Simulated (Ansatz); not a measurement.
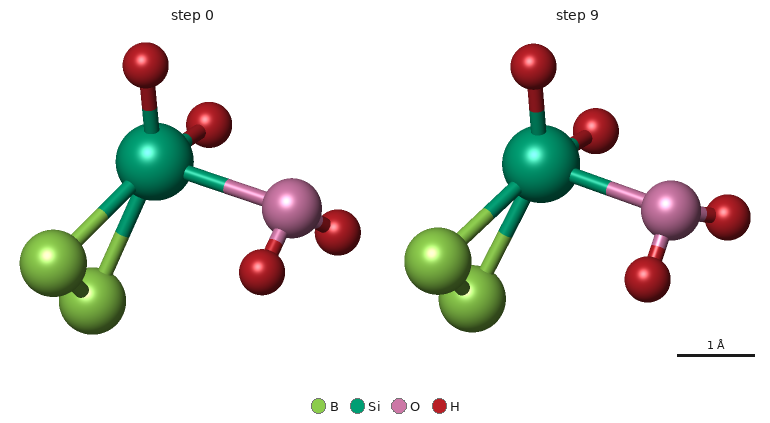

The structure of B2SiH4O before (left) and after (right) a relaxation, at one scale.

The picture is a ball-and-stick view, seen at a tilt.

It is one of the separated reactants of a reaction.

These are results of RKS PBE0-D4/def2-TZVP (Ansatz 0.2.0), not measurements. (force threshold 0.005 eV/Å; at most 200 steps)

**Summarise the run.**

Over 7 accepted moves (9 points after the start) the energy falls by 1.21 kcal/mol. Largest force component: 0.91 eV/Å at the start, 0.0014 eV/Å at the end. The line search rejected the trial steps at points 5, 8 of the run. The atom that moves furthest after the best rigid fit is an H atom (0.23 Å). By element the largest moves are H 0.23 Å, O 0.08 Å, B 0.08 Å, Si 0.04 Å. Near-neighbour distances that change, for instance: O–Si 2.084 → 1.998 Å, B–B 1.545 → 1.516 Å, H–Si 1.514 → 1.493 Å, B–Si 2.056 → 2.037 Å. Bond angles that change, for instance: Si–O–H 107.9° → 113.2°, H–O–H 104.0° → 107.7°, Si–O–H 94.0° → 96.8°. Cost: 31 s on 2 threads of Arm Neoverse V2, with other jobs on the host.
